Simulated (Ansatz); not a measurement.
# HfC (model cell, started as CsCl type): a soft mode frozen in

Wanted: the energy along a soft mode of HfC (model cell, started as CsCl type) and the structure at the end.

Calculated with Ansatz 0.2.0; DFT PBEsol, scalar-relativistic, plane waves, PAW.

The structure was built from a prototype and need not be the compound's stable phase.

### 1. Starting point

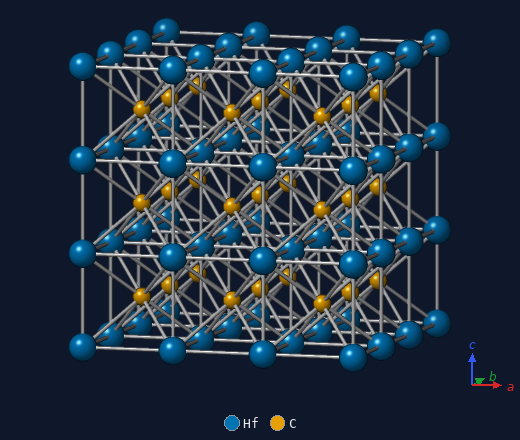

The starting structure, seen slightly off an axis (hafnium blue, carbon orange). 3×3×3 cells are drawn. Some periodic images of atoms are drawn too.

### 2. Response at finite wavevector

The cell comes from relaxations at this level that are not shown. Stability and thermal properties need the whole zone. Linear response on a 4×4×4 q mesh gives force constants as far as a supercell of that size would.

Contents of input.yaml:

```yaml
crystal:
  lattice:
    - [2.8687710495, 0.0, 0.0]
    - [0.0, 2.8687710495, 0.0]
    - [0.0, 0.0, 2.8687710495]
  atoms:
    - { symbol: Hf, position: [0.0, 0.0, 0.0] }
    - { symbol: C, position: [0.5, 0.5, 0.5] }
kpoints:
  mp_grid: { grid: [16, 16, 16] }
hamiltonian:
  xc: pbesol
scf:
  occupations: { method: methfessel_paxton, width: 0.2 }
output:
  eigenvalues: true
phonons:
  method: dfpt
  qmesh: [4, 4, 4]
  temperatures: { t_max: 1000, t_step: 50 }
  qpath:
    path:
      - [[0.0, 0.0, 0.0], [0.0, 0.5, 0.0], [0.5, 0.5, 0.0], [0.0, 0.0, 0.0], [0.5, 0.5, 0.5], [0.0, 0.5, 0.0]]
      - [[0.5, 0.5, 0.5], [0.5, 0.5, 0.0]]
    npoints: 10
```

Launch:

```
ansatz run input.yaml --threads 4 --pin off --max-ram 7168MiB --backend cpu --events-out ev --progress --plain --runs-dir out
```

Numbers of over 12 decimals in the logs are rounded to 6 here.

What it wrote:

```text
Engine: ansatz 0.2.0, aarch64-unknown-linux-gnu
Pseudopotentials: kind: paw
Pseudopotential: Hf, paw, valence charge 26, recommended cutoff 420 eV (normal), Hf.paw.azcp
Pseudopotential: C, paw, valence charge 4, recommended cutoff 420 eV (normal), C.paw.azcp
Functional definition: PBEsol
  exchange = pbesol_x
  correlation = pbesol_c
Crystal: 2 atoms, lattice volume = 23.610 Å³
Basis set: ecut = 420 eV, 461 PW (Γ), exchange–correlation on 40×40×40 points (8 copies of the dense FFT grid, shifted against one another)
Bands: 19, of which v1, the nominal top of the filled ones, is band 15 counted from 1 (14 counted from 0)
Symmetry: 48 space group operations
k-points: 165 of 4096
Non-local potential: Hf, projectors of the file, l = 0: 3, l = 1: 2, l = 2: 2, l = 3: 3
Non-local potential: C, projectors of the file, l = 0: 2, l = 1: 2, l = 2: 1
PAW form: soft (Blöchl's): semilocal exchange-correlation on the pseudo side does not see the compensation charge
PAW frozen core: Hf, regenerated for the run's functional, and the local potential with it (the file was generated under x = pbe(κ = 0.804, μ = 0.219515), c = pbe(β = 0.066725))
PAW frozen core: C, regenerated for the run's functional, and the local potential with it (the file was generated under x = pbe(κ = 0.804, μ = 0.219515), c = pbe(β = 0.066725))
PAW one-centre angular grid: Hf, 590 points (default); XC on 64 Gauss nodes
PAW one-centre angular grid: C, 110 points (default); XC on 64 Gauss nodes
Initial density: superposition of atomic densities (neutral atoms: chi_scale 0, normalization atom), corrected by the library's trained network
Initial wavefunctions: pseudopotential atomic-orbital guess
Functional: x = pbesol(κ = 0.804, μ = 0.123457), c = pbesol(β = 0.046)
SCF iter   1: F=—  HF=-15844.043874 eV  |F-HF|=—  |Δ(HF+E_count)|=         —  Δρ=1.77e-2  dr2=1.08e-1  ethr=1.77e-3  ⟨swp⟩=4.6  Hψ=12539  notcnv=0
preconditioner: auto → none  [metal: Δε(μ)=0.009 eV  Ē_g=17.856 eV  σ=0.200 eV  W_gap=0.04  n_scr=6 (ndim 8)  ℏωp=40.4 eV  f_vac=0.000  D(μ)=2.31/eV (n_scr^D=26)  sad-step TF]
SCF iter   2: F=—  HF=-15844.035503 eV  |F-HF|=—  |Δ(HF+E_count)|=   8.37e-3  S|Δr|=    0.00e0  Δρ=1.25e-2  dr2=5.81e-2  ethr=3.59e-4  ⟨swp⟩=1.0  Hψ=4455  notcnv=0
SCF iter   3: F=—  HF=-15844.025805 eV  |F-HF|=—  |Δ(HF+E_count)|=   9.70e-3  S|Δr|=    0.00e0  Δρ=2.01e-3  dr2=4.06e-4  ethr=1.94e-4  ⟨swp⟩=2.0  Hψ=3720  notcnv=0
SCF iter   4: F=—  HF=-15844.025813 eV  |F-HF|=—  |Δ(HF+E_count)|=   7.27e-6  S|Δr|=    0.00e0  Δρ=7.14e-4  dr2=1.01e-4  ethr=1.35e-6  ⟨swp⟩=2.0  Hψ=5689  notcnv=0
SCF iter   5: F=—  HF=-15844.025649 eV  |F-HF|=—  |Δ(HF+E_count)|=   1.64e-4  S|Δr|=    0.00e0  Δρ=2.34e-4  dr2=1.29e-5  ethr=3.36e-7  ⟨swp⟩=2.0  Hψ=5489  notcnv=0
SCF iter   6: F=—  HF=-15844.025635 eV  |F-HF|=—  |Δ(HF+E_count)|=   1.33e-5  S|Δr|=    0.00e0  Δρ=4.11e-5  dr2=4.46e-7  ethr=4.31e-8  ⟨swp⟩=2.1  Hψ=5600  notcnv=0
SCF iter   7: F=—  HF=-15844.025634 eV  |F-HF|=—  |Δ(HF+E_count)|=   1.84e-6  S|Δr|=    0.00e0  Δρ=3.90e-6  dr2=4.04e-9  ethr=1.49e-9  ⟨swp⟩=2.0  Hψ=5613  notcnv=0
SCF iter   8: F=—  HF=-15844.025634 eV  |F-HF|=—  |Δ(HF+E_count)|=   1.85e-9  S|Δr|=    0.00e0  Δρ=2.56e-7  dr2=1.96e-11  ethr=1.35e-11  ⟨swp⟩=2.1  Hψ=5718  notcnv=0
SCF iter   9: F=-15844.025634 eV  HF=-15844.025634 eV  |F-HF|=3.64e-12  |Δ(HF+E_count)|=  1.27e-11  S|Δr|=    0.00e0  Δρ=1.26e-8  dr2=2.99e-14  ethr=1.00e-12  ⟨swp⟩=5.5  Hψ=14316  notcnv=0
the search or the solves at the SCF's close seem to have found levels that the self-consistency loop had missed (the run counts 1). By its estimate they hold under 1e-12 electrons; where the run keeps them, the occupations were computed again with them
SCF 1 converged in 9 iterations: F = -15844.025634 eV  dr2 = 2.99e-14
  greatest PAW one-centre occupation: 0.998 electrons in one spin orbital (limit 2), on the Hf atom at site 0 (counted from 0), in its partial waves of l = 3
Initial density: read from a saved state, or passed on in memory by an earlier SCF of this step, an earlier step, the calling program or the single point that the run made first
iter 1 solved again at ethr=3.52e-9 eV; its pass at ethr=3.10e-3 eV (dr2=1.06e-6 eV) is discarded
SCF iter   1: F=—  HF=-15844.025633 eV  |F-HF|=—  |Δ(HF+E_count)|=         —  Δρ=1.27e-7  dr2=2.05e-12  ethr=3.52e-9  ⟨swp⟩=3.7  Hψ=23171  notcnv=0
eigensolver tolerance schedule: the retry pair's looser diagonalisation over-reported the residual by 514440.57 of it (diagonalisation noise at 1.40 of the residual, at the tolerance the schedule requests for it); recorded, not acted on — ethr = c·dr2/N_el stays at c = 1.0e-1
preconditioner: auto → none  [metal: Δε(μ)=0.012 eV  Ē_g=17.820 eV  σ=0.200 eV  W_gap=0.05  n_scr=6 (ndim 8)  ℏωp=40.4 eV  f_vac=0.000  D(μ)=2.17/eV (n_scr^D=26)]
SCF iter   2: F=—  HF=-15844.025634 eV  |F-HF|=—  |Δ(HF+E_count)|=   5.52e-8  S|Δr|=    0.00e0  Δρ=1.42e-7  dr2=2.82e-12  ethr=1.00e-12  ⟨swp⟩=3.3  Hψ=14529  notcnv=0
SCF iter   3: F=-15844.025634 eV  HF=-15844.025634 eV  |F-HF|=1.82e-12  |Δ(HF+E_count)|=  9.09e-12  S|Δr|=    0.00e0  Δρ=5.98e-8  dr2=4.45e-13  ethr=1.00e-12  ⟨swp⟩=3.0  Hψ=7267  notcnv=0
SCF 2 converged in 3 iterations: F = -15844.025634 eV  dr2 = 4.45e-13
phonons: the bands overlap, so this run is a metal and interpolates without the dipole-dipole term. If the crystal is really an insulator or semiconductor, its LO-TO splitting is missing
NSCF: frozen V_eff on 165 k-points
NSCF: frozen V_eff on 405 k-points
DFPT response loops at q = (0, 0, 0) (fractional): preconditioner auto → Kerker (q_TF=auto, 2.839 Å⁻¹) (partly filled bands, converged f_vac=0.000); β = 1.00, the filter's whole step (`scf.mixing.beta` (0.50) is not read by the response loops under this deck's `scf.mixing.preconditioner`; to damp them name `kerker` or `kerker_dos`, under which they read `scf.mixing.beta`, and type it under 1.00, their step now; both keys bind the ground state too); Broyden in place of MSR1
NSCF: frozen V_eff on 2592 k-points
DFPT response loops at q = (0, 0, 0.25) (fractional): mixed as the last ones told, above
NSCF: frozen V_eff on 1458 k-points
DFPT response loops at q = (0, 0, -0.5) (fractional): mixed as the last ones told, above
NSCF: frozen V_eff on 4608 k-points
DFPT response loops at q = (0, 0.25, 0.25) (fractional): mixed as the last ones told, above
NSCF: frozen V_eff on 2592 k-points
DFPT response loops at q = (0, 0.25, -0.5) (fractional): mixed as the last ones told, above
NSCF: frozen V_eff on 1458 k-points
DFPT response loops at q = (0, -0.5, -0.5) (fractional): mixed as the last ones told, above
NSCF: frozen V_eff on 4352 k-points
DFPT response loops at q = (0.25, 0.25, 0.25) (fractional): mixed as the last ones told, above
NSCF: frozen V_eff on 4608 k-points
DFPT response loops at q = (0.25, 0.25, -0.5) (fractional): mixed as the last ones told, above
NSCF: frozen V_eff on 2592 k-points
DFPT response loops at q = (0.25, -0.5, -0.5) (fractional): mixed as the last ones told, above
NSCF: frozen V_eff on 810 k-points
DFPT response loops at q = (-0.5, -0.5, -0.5) (fractional): mixed as the last ones told, above
SCF converged after 9 iterations
Stability not checked: this state was not tested for a lower state beside it, because cold or Methfessel-Paxton smearing, or corrected tetrahedra, fill the levels in a way that the test cannot read (fill_not_monotonic; see scf.lower_state_search)
Free energy (F): -15844.025634 eV
Harris-Foulkes:  -15844.025634 eV  (|F-HF|=3.64e-12)
Internal energy: -15844.022055 eV  (E = F + TS)
E sigma→0 (E₀):  -15844.024739 eV
Entropy (-TS):   -0.003579 eV (-1.789 meV/atom)
Fermi energy:    21.763722 eV
--- Per-component energies (eV) ---
  E_band       = 153.734292
  E_kinetic    = 513.539758
  E_local      = -4870.381717  (includes V_loc(G=0)·N_el)
  E_nonlocal   = -1211.381819
  E_hartree    = 2318.161011
  E_xc         = -346.666412
  E_vxc        = -327.055576  (∫ρ·V_xc dr)
  E_paw        = -6902.320146  (= ΣΔE_a)
  E_vpaw       = 1412.691635  (= ΣTr[D̂ρ^β])
  E_aug_tail   = 0.000004  (compensation charges beyond the density's cutoff)
  E_ewald      = -5346.244926
  E_core_change = 1.272192  (= ΣΔE_core)
  E_smearing   = -0.003579  (= −TS)
  E_closure    = 0.000000  (closes the sum)
  Σ components = -15844.025634   (vs F -15844.025634, Δ=0.00e0)
--- Band table (eV; the first three rows and the last of 165) ---
  k-point 0: bands = [... 11 lower, 10.4329, 19.7383, 19.7383, 22.9484, 22.9484, 22.9484, 28.1156, 28.1156]
  k-point 1: bands = [... 11 lower, 10.4322, 19.6976, 19.7774, 22.8358, 22.8358, 22.8953, 28.1368, 28.2047]
  k-point 2: bands = [... 11 lower, 10.4303, 19.4535, 19.8913, 22.5330, 22.5330, 22.9583, 28.1979, 28.4493]
  k-point 164: bands = [... 11 lower, 14.7778, 16.0596, 16.0596, 16.0596, 30.8349, 30.8349, 30.8349, 31.2129]
--- Phonons (Γ-DFPT): 2 representative perturbations + reference (Σ response iterations 6) ---
  ASR residual: 6.375e-6 → 0.000e0 eV/Å²; symmetrization residual: 4.446e-7 eV/Å²
  ASR residual per site (eV/Å²): 6.38e-6 1.32e-6
  Γ frequencies (cm⁻¹): 0.00 0.00 0.00 147.40 147.40 147.40
--- Phonons (arbitrary-q DFPT): 10 irreducible q on the 4×4×4 mesh ---
  q = [0.0000, 0.0000, 0.0000] (star 1, of the zone-centre solve; hermiticity 9.89e-7, symmetrization 3.65e-11): -0.00 0.00 0.00 147.40 147.40 147.40
  q = [0.0000, 0.0000, 0.2500] (star 6, 4 solved perturbations in 4032 linear systems a pass and spin channel, the states on 1296 of 4096 k-point pairs; hermiticity 7.65e-8, symmetrization 2.07e-12): -108.11 -108.11 97.10 157.51 157.51 376.42
  q = [0.0000, 0.0000, -0.5000] (star 3, 4 solved perturbations in 2268 linear systems a pass and spin channel, the states on 729 of 4096 k-point pairs; hermiticity 7.77e-9, symmetrization 3.06e-9): -153.81 -153.81 136.77 136.77 141.70 470.62
  q = [0.0000, 0.2500, 0.2500] (star 12, 4 solved perturbations in 7056 linear systems a pass and spin channel, the states on 2304 of 4096 k-point pairs; hermiticity 8.25e-8, symmetrization 8.50e-14): -179.30 53.88 100.37 119.60 342.91 343.21
  q = [0.0000, 0.2500, -0.5000] (star 12, 6 solved perturbations on 1296 of 4096 k-point pairs; hermiticity 7.28e-8, symmetrization 9.32e-9): -221.28 -131.83 80.68 185.86 341.01 460.67
  q = [0.0000, -0.5000, -0.5000] (star 3, 4 solved perturbations in 2268 linear systems a pass and spin channel, the states on 729 of 4096 k-point pairs; hermiticity 3.82e-8, symmetrization 1.53e-11): -356.30 -161.51 196.42 196.42 407.07 407.07
  q = [0.2500, 0.2500, 0.2500] (star 8, 2 solved perturbations on 2176 of 4096 k-point pairs; hermiticity 1.11e-7, symmetrization 5.94e-13): 57.23 57.23 61.33 227.90 330.23 330.23
  q = [0.2500, 0.2500, -0.5000] (star 12, 4 solved perturbations in 7056 linear systems a pass and spin channel, the states on 2304 of 4096 k-point pairs; hermiticity 7.13e-8, symmetrization 4.97e-9): 72.66 77.17 136.49 195.86 348.79 441.92
  q = [0.2500, -0.5000, -0.5000] (star 6, 4 solved perturbations in 4032 linear systems a pass and spin channel, the states on 1296 of 4096 k-point pairs; hermiticity 5.42e-8, symmetrization 5.08e-9): 60.18 70.34 178.98 178.98 402.37 402.37
  q = [-0.5000, -0.5000, -0.5000] (star 1, 2 solved perturbations on 405 of 4096 k-point pairs; hermiticity 5.30e-9, symmetrization 2.65e-9): 153.01 153.01 153.01 376.38 376.38 376.38
  sum rule: each row above includes the acoustic sum rule's correction from the zone centre's row sums; it moved no ω² by more than (0.17 cm⁻¹)²
  mesh force constants: q→R imaginary residual 3.86e-19; ASR residual 6.375e-6 → 0.000e0 eV/Å²; symmetrization residual 9.770e-15 eV/Å²
  interpolated dispersion: 62 rows × 6 modes
  density of states and harmonic sums: on the 24×24×24 q-mesh, interpolated from the force constants of a 4×4×4 supercell (no non-analytic term)
  largest difference from the sums on the solved wave vectors: F 1.46e-1 eV, S 2.00e-4 and C_V 5.52e-5 eV/K
  zero-point energy: 0.065481 eV/cell   skipped modes (ω ≤ 0): 724, of them read as no rigid motion or as one in doubt: 721 (1.612e0 modes/cell left out, lowest -356.30 cm⁻¹)   left out of the sums: 2.69e-1 of the cell's modes: C_V's classical limit lies that fraction below 3 k_B per atom; for a crystal, a wire or a layer, F and S can be off by more, and a phonons.interpolated_qmesh denser along its periods is the remedy for the sampling
```

Elapsed: 6.9 min, on 4 threads of Arm Neoverse V2, shared host; peak memory 3 GiB; 26 min of CPU time.

Reading the cycles: dr2 is the Hartree energy of the density residual (eV), the measure of convergence; HF is the Harris–Foulkes estimate of the energy, which meets the free energy F at convergence.

Numbers from this step:

```
volume per atom                                         : 11.80 Å³
gap on the k-mesh                                       : 0 eV
sum-rule residual before enforcement                    : 6.38e-6 eV/Å²
lowest frequency on the path                            : -356.3 cm⁻¹
point group                                             : m-3m
highest frequency on the path or at a solved wavevector : 471.9 cm⁻¹
highest optical mode at the zone centre (no LO-TO term) : 147.4 cm⁻¹
lowest optical zone-centre mode                         : 147.4 cm⁻¹
lowest mode on the q mesh (acoustic modes at Γ apart)   : -356.3 cm⁻¹
```

Frequencies (cm⁻¹) solved at each irreducible wavevector; negative means imaginary. Frequencies by wavevector, by row:

| q in reciprocal lattice units | star | mode 1 | mode 2 | mode 3 | mode 4 | mode 5 | mode 6 |
| --- | --- | --- | --- | --- | --- | --- | --- |
| 0 0 0 | 1 | 0 | 0 | 0 | 147.4 | 147.4 | 147.4 |
| 0 0 0.25 | 6 | -108.1 | -108.1 | 97.1 | 157.5 | 157.5 | 376.4 |
| 0 0 -0.5 | 3 | -153.8 | -153.8 | 136.8 | 136.8 | 141.7 | 470.6 |
| 0 0.25 0.25 | 12 | -179.3 | 53.9 | 100.4 | 119.6 | 342.9 | 343.2 |
| 0 0.25 -0.5 | 12 | -221.3 | -131.8 | 80.7 | 185.9 | 341 | 460.7 |
| 0 -0.5 -0.5 | 3 | -356.3 | -161.5 | 196.4 | 196.4 | 407.1 | 407.1 |
| 0.25 0.25 0.25 | 8 | 57.2 | 57.2 | 61.3 | 227.9 | 330.2 | 330.2 |
| 0.25 0.25 -0.5 | 12 | 72.7 | 77.2 | 136.5 | 195.9 | 348.8 | 441.9 |
| 0.25 -0.5 -0.5 | 6 | 60.2 | 70.3 | 179 | 179 | 402.4 | 402.4 |
| -0.5 -0.5 -0.5 | 1 | 153 | 153 | 153 | 376.4 | 376.4 | 376.4 |

Interpolated from a 4×4×4 q mesh. Phonon branches along the path, in cm⁻¹:

| point | branch 1 | branch 2 | branch 3 | branch 4 | branch 5 | branch 6 |
| --- | --- | --- | --- | --- | --- | --- |
| Γ | 0 | 0 | 0 | 147 | 147 | 147 |
| X | -154 | -154 | 137 | 137 | 142 | 471 |
| M | -356 | -162 | 196 | 196 | 407 | 407 |
| Γ | 0 | 0 | 0 | 147 | 147 | 147 |
| R | 153 | 153 | 153 | 376 | 376 | 376 |
| X | -154 | -154 | 137 | 137 | 142 | 471 |
| jump to R | 153 | 153 | 153 | 376 | 376 | 376 |
| M | -356 | -162 | 196 | 196 | 407 | 407 |

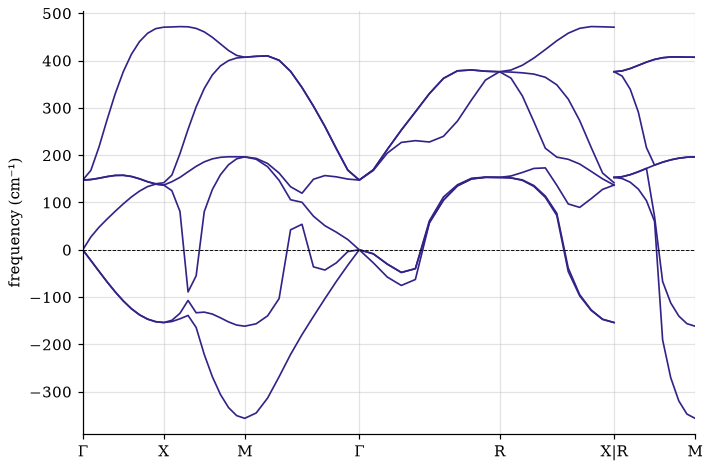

Phonon branches along the path.

Symmetry leaves 10 wavevectors to solve. The lowest mode among them, the acoustic zeros apart, lies at q = (0, -0.5, -0.5) and is imaginary, 356.3i cm⁻¹, so the energy falls along it.

### 3. The mode frozen in, largest atomic shift 0 Å

The mode followed lies at q = (0, -0.5, -0.5) with frequency 356.3i cm⁻¹, the softest among the wavevectors solved. At small amplitude the distorted cell has space group no. 129 by a symmetry search on the positions. The undistorted cell that holds it gives the zero of energy on the same k mesh.

System of this step: HfC (model cell, started as CsCl type). It takes space group Pm-3m (No. 221, cubic). Conventional cell: a = 2.869 Å, b = 2.869 Å, c = 2.869 Å, α = 90.00°, β = 90.00°, γ = 90.00°. Hf has 8 C at 2.48 Å nearest. Nearest to C lie 8 Hf at 2.48 Å. Farther neighbours are not listed.

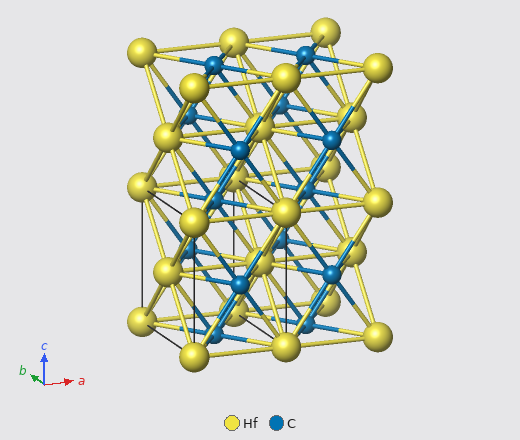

The cell of this step (hafnium yellow, carbon blue). 2×1×2 cells are drawn. Some periodic images of atoms are drawn too.

Contents of input.yaml:

```yaml
crystal:
  lattice:
    - [-2.8687710495, 0.0, 0.0]
    - [0.0, -2.8687710495, -2.8687710495]
    - [0.0, -2.8687710495, 2.8687710495]
  atoms:
    - { symbol: Hf, position: [1.0, 0.5, 0.5] }
    - { symbol: Hf, position: [1.0, 0.0, 0.0] }
    - { symbol: C, position: [0.5, 0.0, 0.5] }
    - { symbol: C, position: [0.5, 0.5, 0.0] }
kpoints:
  mp_grid: { grid: [14, 10, 10] }
hamiltonian:
  xc: pbesol
scf:
  occupations: { method: methfessel_paxton, width: 0.2 }
output:
  forces: true
  stress: true
  eigenvalues: true
```

What it wrote:

```text
[...]
Crystal: 4 atoms, lattice volume = 47.219 Å³
Basis set: ecut = 420 eV, 929 PW (Γ), exchange–correlation on 40×60×60 points (8 copies of the dense FFT grid, shifted against one another)
Bands: 36, of which v1, the nominal top of the filled ones, is band 30 counted from 1 (29 counted from 0)
Symmetry: 32 space group operations
[...]
k-points: 168 of 1400
[...]
k-point 0: bands = [... 26 lower, 19.7390, 19.7391, 20.5641, 22.9471, 22.9484, 22.9484, 23.8344, 24.9514, ... 2 higher]
  k-point 1: bands = [... 26 lower, 19.7247, 19.7607, 21.0135, 22.6121, 22.8089, 23.0775, 23.3391, 25.0119, ... 2 higher]
  k-point 2: bands = [... 26 lower, 19.6844, 19.7237, 21.6657, 21.9595, 22.4874, 22.6875, 23.4562, 25.1905, ... 2 higher]
  k-point 167: bands = [... 26 lower, 19.1747, 19.1747, 20.5633, 20.5633, 23.8360, 23.8360, 24.9507, 24.9507, ... 2 higher]
[key lines of the parts left out:]
SCF converged after 7 iterations
Free energy (F): -31688.046653 eV
Fermi energy:    21.768228 eV
P = ⅓ Tr σ = -0.0705 GPa (-0.705 kbar)
```

Elapsed: 3.2 s, on 4 threads; peak memory 0.49 GiB; 12 s of CPU time.

Numbers from this step:

```
pressure                         : -0.07050 GPa
energy from the undistorted cell : 0 meV/atom
```

The run ends at a pressure of -0.07 GPa.

### 4. The mode frozen in, largest atomic shift 0.45 Å

The atoms are moved along the unstable eigenvector, the largest shift by 0.45 Å, with the cell fixed.

input.yaml, the sections that differ from step 3:

```yaml
crystal:
  lattice:
    - [-2.8687710495, 0.0, 0.0]
    - [0.0, -2.8687710495, -2.8687710495]
    - [0.0, -2.8687710495, 2.8687710495]
  atoms:
    - { symbol: Hf, position: [1.0, 0.5, 0.5] }
    - { symbol: Hf, position: [1.0, 0.0, 0.0] }
    - { symbol: C, position: [0.6568615941, 0.0, 0.5] }
    - { symbol: C, position: [0.3431384059, 0.5, 0.0] }
# kpoints, hamiltonian, scf, output: as in step 3
```

What it wrote:

```text
[...]
Crystal: 4 atoms, lattice volume = 47.219 Å³
Basis set: ecut = 420 eV, 929 PW (Γ), exchange–correlation on 40×60×60 points (8 copies of the dense FFT grid, shifted against one another)
Bands: 36, of which v1, the nominal top of the filled ones, is band 30 counted from 1 (29 counted from 0)
Symmetry: 16 space group operations
[...]
k-points: 168 of 1400
[...]
k-point 0: bands = [... 26 lower, 19.4425, 19.7034, 20.6020, 21.4309, 21.4309, 23.0822, 25.8113, 26.8036, ... 2 higher]
  k-point 1: bands = [... 26 lower, 19.4359, 19.6343, 20.9778, 21.2541, 21.6453, 23.0971, 25.3053, 26.7797, ... 2 higher]
  k-point 2: bands = [... 26 lower, 19.4170, 19.5039, 20.8250, 21.4607, 22.2011, 23.0764, 24.5517, 26.5677, ... 2 higher]
  k-point 167: bands = [... 26 lower, 18.9280, 18.9280, 19.2069, 19.2069, 24.9342, 24.9342, 24.9848, 24.9848, ... 2 higher]
[key lines of the parts left out:]
SCF converged after 7 iterations
Free energy (F): -31688.683117 eV
Fermi energy:    21.627943 eV
P = ⅓ Tr σ = 13.9272 GPa (139.272 kbar)
```

It took 3.4 s on 4 threads; peak memory 0.49 GiB; 13 s of CPU time.

Numbers from this step:

```
pressure                         : 13.93 GPa
energy from the undistorted cell : -159.2 meV/atom
```

The energy, extrapolated to zero smearing, is -159.19 meV/atom against the undistorted cell.

The run ends at a pressure of 13.93 GPa, with forces up to 0.37 eV/Å.

[end of part 1 of 2]

[Logs are printed without paths, hosts, clocks, repeated set-up lines and the standing remarks that a program may print on its own settings, such as how far it seeks lower states.]

[Hosts, paths, dates, database ids (printed as entryN), source tags and the programs' standing remarks are cut or masked in the printed files.]
